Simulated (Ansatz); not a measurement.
**Geometry relaxation, with input and output: CH₇AlO (part 1 of 2)**

- system: CH₇AlO
- method: RKS BLYP-D4/6-31G* (Ansatz 0.2.0)

It belongs to a series of runs on one base structure; here: end point A relaxed.

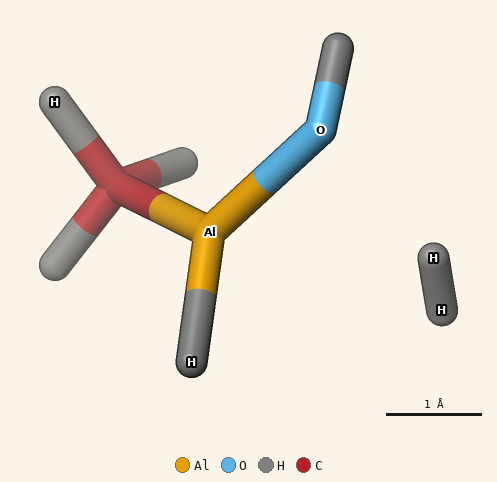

**Figure 1.** The structure as given in the input (stick view, seen at an oblique angle). Sticks mark near contacts. Bond lengths as drawn: Al–C 1.97 Å, Al–H 1.60 Å, Al–O 1.76 Å, C–H 1.10 to 1.11 Å, H–H 0.71 Å and H–O 0.98 Å.

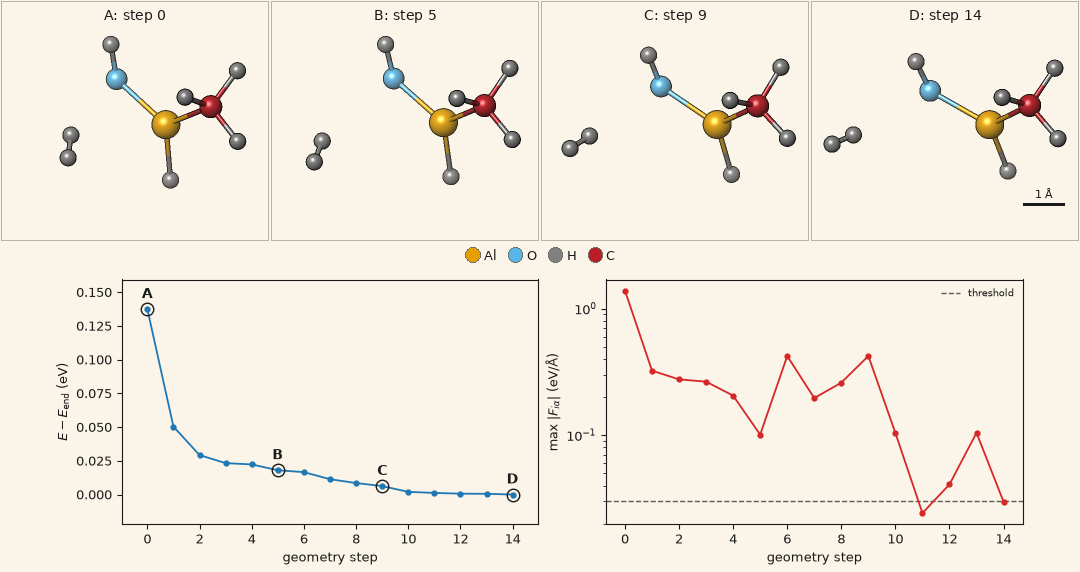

**Figure 2.** Frames of the relaxation (ball-and-stick view, seen at a tilt) above the curves, on which the letters mark them (the first geometry is step 0 here and step 1 in the log).

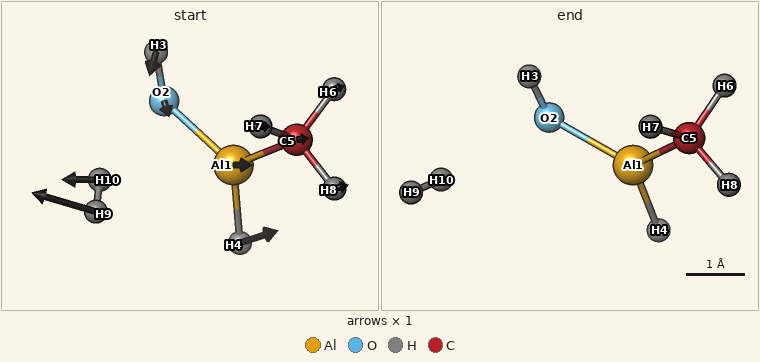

**Figure 3.** Before (left) and after (right) the relaxation, at one scale (ball-and-stick view, seen at a tilt). The black arrows give the displacements, at true length. The largest move after the best rigid fit is that of H9, 1.18 Å. Largest moves by element: H 1.18 Å, Al 0.35 Å, O 0.31 Å, C 0.22 Å. Among the contacts that change: H9–H10 0.713 → 0.751 Å, Al1–O2 1.763 → 1.739 Å. After 14 geometry steps the energy has fallen by 0.137 eV. The largest force component goes from 1.4 to 0.03 eV/Å. (Atoms are counted from 1 in the order of the input.)

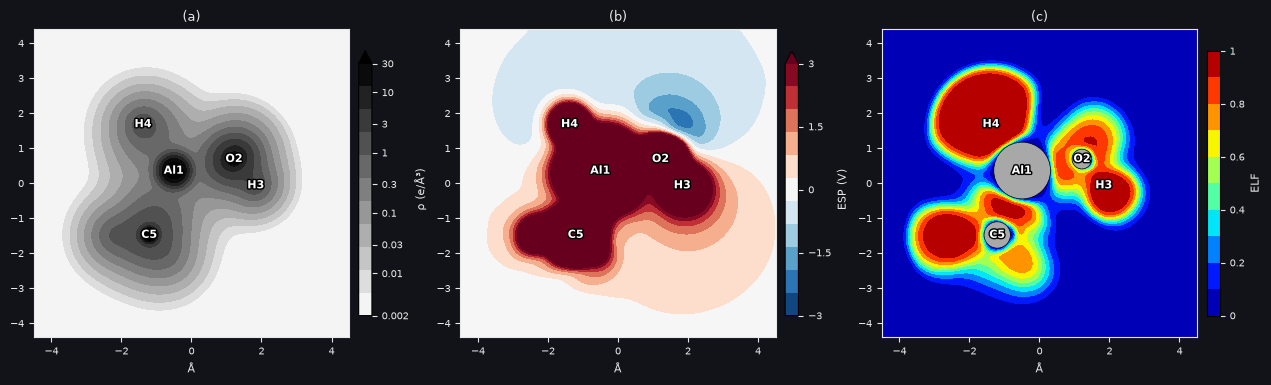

**Figure 4.** (a) total electron density; (b) molecular electrostatic potential; (c) ELF on the plane of atoms H4, Al1 and C5. Grey discs, where drawn, cover atomic cores. The section cuts through Al, O, H and C sites. Al–H (1.59 Å): ρ is about 0.52 e/Å³ halfway; the ELF climbs to about 1 towards the hydrogen.

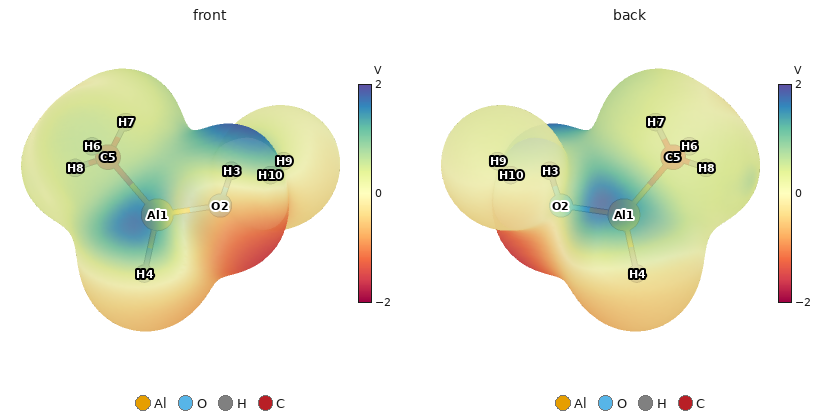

**Figure 5.** The electrostatic potential painted on the density surface at 0.001 e/bohr³, seen at a tilt and from behind; red is negative and blue positive. A positive charge is drawn to the negative regions and a negative charge to the positive ones.

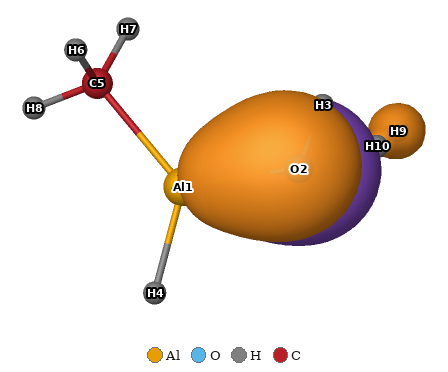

**Figure 6.** The HOMO−1 at ±0.1 Å⁻³ᐟ² (orange and purple are the two phases), seen at a tilt. Its energy is −6.92 eV.

The input and output of the run follow.

Input
```yaml
crystal:
  periodic: [false, false, false]
  atoms:
    - { symbol: Al, position_ang: [-0.064188, -0.194673, 0.06257] }
    - { symbol: O, position_ang: [-0.030526, -0.329242, 1.820596] }
    - { symbol: H, position_ang: [-0.883713, -0.326979, 2.293945] }
    - { symbol: H, position_ang: [1.394959, -0.19195, -0.581811] }
    - { symbol: C, position_ang: [-1.746706, -0.102543, -0.961841] }
    - { symbol: H, position_ang: [-2.361725, -1.013716, -0.849026] }
    - { symbol: H, position_ang: [-2.37548, 0.74715, -0.639323] }
    - { symbol: H, position_ang: [-1.542317, 0.021125, -2.040045] }
    - { symbol: H, position_ang: [0.236616, 2.402713, 0.953842] }
    - { symbol: H, position_ang: [0.17588, 1.835415, 1.381293] }
basis:
  gaussian: { orbitals: "6-31G*" }
hamiltonian:
  xc: blyp
  dispersion: d4
relax:
  f_tol: 0.03
  max_steps: 50
output:
  orbitals: {}
```

Command:
```bash
ansatz run input.yaml --threads 1 --pin off --max-ram 2048MiB --backend cpu --events-out ev --progress --plain --runs-dir out
```

The program's output
```
The last accepted step is kept in [file] (removed where the run ends without a failure and the disk answers)
Engine: ansatz 0.2.0, aarch64-unknown-linux-gnu
Functional definition: BLYP
  parameter beta = 0.0042
  parameter a = 0.04918
  parameter b = 0.132
  parameter c = 0.2533
  parameter d = 0.349
  exchange = b88_x(beta = beta)
  correlation = lyp_c(a = a, b = b, c = c, d = d)
830 factors; their error is unknown
mean field evaluation 1: about -9780.2402 eV, gradient 8.1e1 eV
mean field evaluation 2: about -9716.5132 eV, gradient 1.7e2 eV
mean field evaluation 4: about -9793.2351 eV, gradient 1.3e1 eV
mean field evaluation 8: about -9793.6382 eV, gradient 1.7e-1 eV
mean field evaluation 16: about -9793.6383 eV, gradient 9.7e-6 eV
mean field -9793.63829486 eV, -359.9095689695 hartree, gradient 9.7e-6 eV, S^2 0.000000; 0 other end points of the search recorded, 0 dependent functions left out
the calculation of the forces begins
reference -9793.63863682 eV, -359.9095815364 hartree; 17, 17 occupied and 46, 46 virtual orbitals, 830 factors
relax step   1: F+E_penalty+E_count = -9793.92531765 eV  Δ(F+E_penalty+E_count) = +0.000e0 eV  max|allowed force component| = 1.386e0 eV/Å  Δτ_max = 0.0000 Å  (25 SCF iters, accepted)
these checks for a lower state are left out or cut short: starts, cluster_reference, orbital_swaps, neighbouring_geometries, increment
830 factors; their error is unknown
mean field -9793.73188422 eV, -359.9130083152 hartree, gradient 2.7e-5 eV, S^2 0.000000; 0 other end points of the search recorded, 0 dependent functions left out
[... from here on the field's lines of each further geometry are left out, up to the last ...]
relax step   2: F+E_penalty+E_count = -9794.01237936 eV  Δ(F+E_penalty+E_count) = -8.706e-2 eV  max|allowed force component| = 3.234e-1 eV/Å  Δτ_max = 0.1946 Å  (26 SCF iters, accepted)
relax step   3: F+E_penalty+E_count = -9794.03348728 eV  Δ(F+E_penalty+E_count) = -2.111e-2 eV  max|allowed force component| = 2.758e-1 eV/Å  Δτ_max = 0.1900 Å  (25 SCF iters, accepted)
relax step   4: F+E_penalty+E_count = -9794.03943087 eV  Δ(F+E_penalty+E_count) = -5.944e-3 eV  max|allowed force component| = 2.648e-1 eV/Å  Δτ_max = 0.1205 Å  (27 SCF iters, accepted)
relax step   5: F+E_penalty+E_count = -9794.04039145 eV  Δ(F+E_penalty+E_count) = -9.606e-4 eV  max|allowed force component| = 2.054e-1 eV/Å  Δτ_max = 0.0466 Å  (28 SCF iters, accepted)
relax step   6: F+E_penalty+E_count = -9794.04469448 eV  Δ(F+E_penalty+E_count) = -4.303e-3 eV  max|allowed force component| = 1.011e-1 eV/Å  Δτ_max = 0.1276 Å  (26 SCF iters, accepted)
relax step   7: F+E_penalty+E_count = -9794.04612224 eV  Δ(F+E_penalty+E_count) = -1.428e-3 eV  max|allowed force component| = 4.224e-1 eV/Å  Δτ_max = 0.1460 Å  (26 SCF iters, accepted)
relax step   8: F+E_penalty+E_count = -9794.05136990 eV  Δ(F+E_penalty+E_count) = -5.248e-3 eV  max|allowed force component| = 1.963e-1 eV/Å  Δτ_max = 0.0637 Å  (27 SCF iters, accepted)
relax step   9: F+E_penalty+E_count = -9794.05419074 eV  Δ(F+E_penalty+E_count) = -2.821e-3 eV  max|allowed force component| = 2.601e-1 eV/Å  Δτ_max = 0.1989 Å  (26 SCF iters, accepted)
relax step  10: F+E_penalty+E_count = -9794.05645724 eV  Δ(F+E_penalty+E_count) = -2.267e-3 eV  max|allowed force component| = 4.223e-1 eV/Å  Δτ_max = 0.0996 Å  (27 SCF iters, accepted)
relax step  11: F+E_penalty+E_count = -9794.06073283 eV  Δ(F+E_penalty+E_count) = -4.276e-3 eV  max|allowed force component| = 1.042e-1 eV/Å  Δτ_max = 0.0802 Å  (26 SCF iters, accepted)
relax step  12: F+E_penalty+E_count = -9794.06151022 eV  Δ(F+E_penalty+E_count) = -7.774e-4 eV  max|allowed force component| = 2.427e-2 eV/Å  Δτ_max = 0.0432 Å  (28 SCF iters, accepted)
relax step  13: F+E_penalty+E_count = -9794.06207725 eV  Δ(F+E_penalty+E_count) = -5.670e-4 eV  max|allowed force component| = 4.091e-2 eV/Å  Δτ_max = 0.0731 Å  (26 SCF iters, accepted)
relax step  14: F+E_penalty+E_count = -9794.06216898 eV  Δ(F+E_penalty+E_count) = -9.173e-5 eV  max|allowed force component| = 1.045e-1 eV/Å  Δτ_max = 0.0893 Å  (26 SCF iters, accepted)
the calculation of the forces begins
reference -9793.80305629 eV, -359.9156238406 hartree; 17, 17 occupied and 46, 46 virtual orbitals, 830 factors
relax step  15: F+E_penalty+E_count = -9794.06273273 eV  Δ(F+E_penalty+E_count) = -5.638e-4 eV  max|allowed force component| = 2.981e-2 eV/Å  Δτ_max = 0.0241 Å  (28 SCF iters, accepted)
830 factors; their error is unknown
mean field evaluation 128: about -9793.8027 eV, gradient 1.9e-3 eV
mean field -9793.80269967 eV, -359.9156107351 hartree, gradient 1.4e-5 eV, S^2 0.000000; 1 other end points of the search recorded, 0 dependent functions left out
the calculation of the forces begins
reference -9793.80305629 eV, -359.9156238406 hartree; 17, 17 occupied and 46, 46 virtual orbitals, 830 factors
Total energy: -9794.06308935 eV, -359.9251798793 hartree
Atom 0 at    -0.083559    -0.482329    -0.137044 Å, force     0.009377    -0.007765     0.006404 eV/Å
Atom 1 at     0.067352    -0.180573     1.568743 Å, force    -0.028913     0.011854     0.007168 eV/Å
Atom 2 at    -0.724328     0.099261     2.068728 Å, force     0.029812    -0.011606    -0.015767 eV/Å
Atom 3 at     1.285441    -0.936786    -0.815198 Å, force    -0.012105     0.003766     0.005947 eV/Å
Atom 4 at    -1.803011    -0.288273    -1.084677 Å, force    -0.006543     0.008300    -0.006741 eV/Å
Atom 5 at    -2.456074    -1.164508    -0.914614 Å, force     0.006202     0.002768    -0.000760 eV/Å
Atom 6 at    -2.372688     0.601506    -0.762477 Å, force     0.002644    -0.010069    -0.003149 eV/Å
Atom 7 at    -1.646258    -0.209559    -2.175031 Å, force    -0.001296     0.001525     0.007102 eV/Å
Atom 8 at     0.232194     3.076130     1.881915 Å, force     0.004416    -0.028547    -0.002528 eV/Å
Atom 9 at     0.303733     2.332430     1.809855 Å, force    -0.003594     0.029774     0.002323 eV/Å
Dipole moment:    -0.437163     0.041644    -0.067516 e Å
```

Trajectory as extended XYZ (Å, eV, eV/Å), 15 frames, from step=1 to step=15
```
10
Properties=species:S:1:pos:R:3:forces:R:3 step=1 energy=-9793.92532
Al   -0.0642   -0.1947    0.0626    0.0885  -0.1627   0.4212
O    -0.0305   -0.3292    1.8206   -0.0001  -0.1776  -0.4730
H    -0.8837   -0.3270    2.2939   -0.0598  -0.0116   0.0321
H     1.3950   -0.1920   -0.5818   -0.0486  -0.0165   0.0079
C    -1.7467   -0.1025   -0.9618    0.0008   0.0099   0.0102
H    -2.3617   -1.0137   -0.8490    0.0138  -0.0019   0.0198
H    -2.3755    0.7471   -0.6393   -0.0131  -0.0038  -0.0269
H    -1.5423    0.0211   -2.0400   -0.0090   0.0202   0.0126
H     0.2366    2.4027    0.9538    0.1309   1.3857  -0.9307
H     0.1759    1.8354    1.3813   -0.1033  -1.0416   0.9268
```
